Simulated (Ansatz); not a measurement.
F2MoO2 (MoO2F2)

Input

```
crystal:
  periodic: [false, false, false]
  atoms:
    - {symbol: Mo, position_ang: [0.005932, -0.000025, 0.004142]}
    - {symbol: O, position_ang: [0.061954, -0.016322, 1.689921]}
    - {symbol: O, position_ang: [1.607963, 0.008843, -0.523748]}
    - {symbol: F, position_ang: [-0.841498, 1.543015, -0.570154]}
    - {symbol: F, position_ang: [-0.834341, -1.535501, -0.600161]}
basis:
  gaussian: {orbitals: def2-TZVP, initial_orbitals: start.molden}
hamiltonian: {xc: pbe0, dispersion: d4}
scf: {omitted_lower_state_checks: [starts]}
output: {orbitals: {seedname: orbitals}}
```

Launched as:

```sh
ansatz run in.yaml --threads 4 --pin off --events-out ev --progress --plain --max-ram 3916MiB
```

Geometry: PBE-D4/def2-SVP; core potentials replace the inner electrons of Mo.

All numbers below come from RKS PBE0-D4/def2-TZVP in Ansatz.

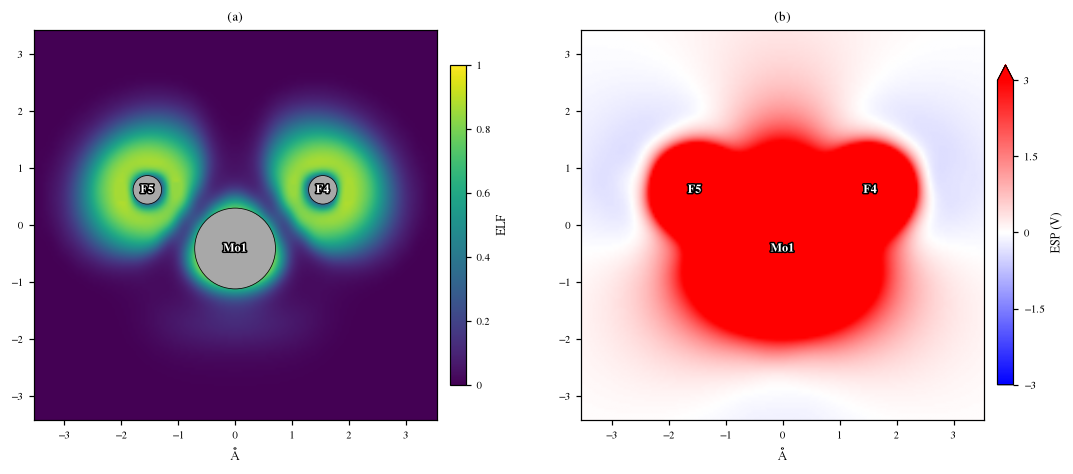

Figure 1. (a) ELF; (b) molecular electrostatic potential on the plane of atoms F4, Mo1 and F5. Grey discs cover the atomic cores in the ELF map.

> What does the map show?

Atoms in the plane: Mo and F. Mo–F (1.85 Å): the ELF peaks at about 0.80 in the valence shell of F, 0.5 Å from its nucleus, and drops to about 0.25 between the two atoms. Outside the dense part of the molecule the potential is most negative (−0.4 V) near F4 and F5.

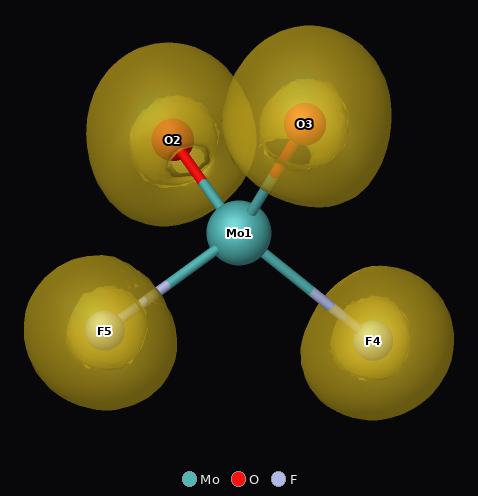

Figure 2. Isosurface of the electron localisation function at 0.75 (yellow), seen at a tilt. Core shells and regions of very low density are left out.

> Describe the localisation domains.

The surface consists of two regions wrapped around F (the valence shell of each) and two regions wrapped around O (the valence shell of each). Profiles from the grid: Mo–O (1.69 Å): the ELF peaks at about 0.80 in the valence shell of O, 0.5 Å from its nucleus, and drops to about 0.40 between the two atoms.

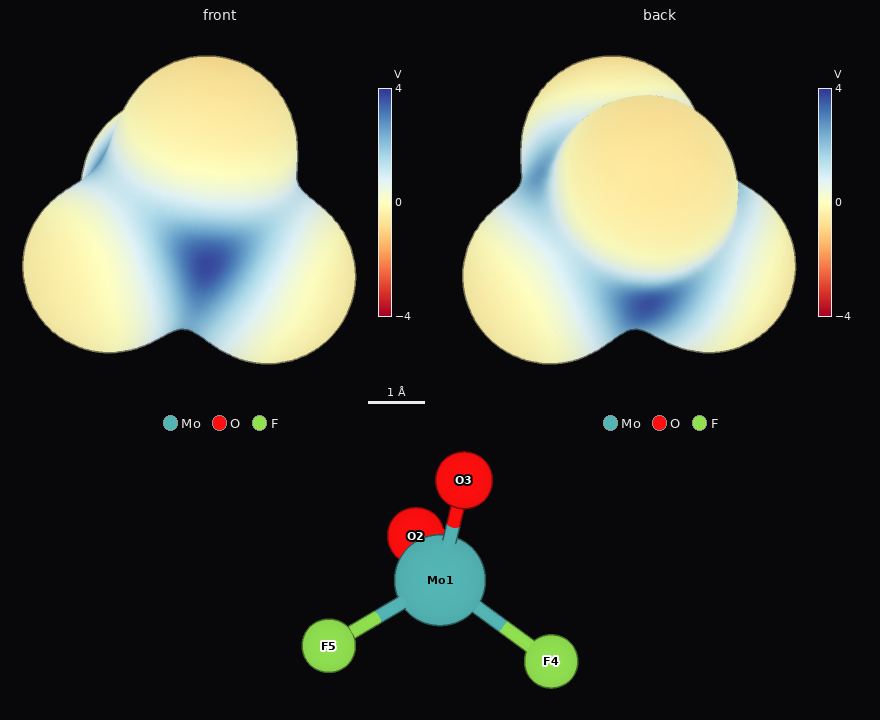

Figure 3. The molecular electrostatic potential painted on the density surface at 0.002 e/bohr³, seen from the front and from behind; red is negative and blue positive. The bare structure is drawn below in the same view.

> Which sites attract a positive test charge, and which a negative one?

A positive charge is drawn to the negative regions and a negative charge to the positive ones. The most negative region (about −0.7 V) lies over O2 and O3, the most positive (about +3.6 V) over Mo1.
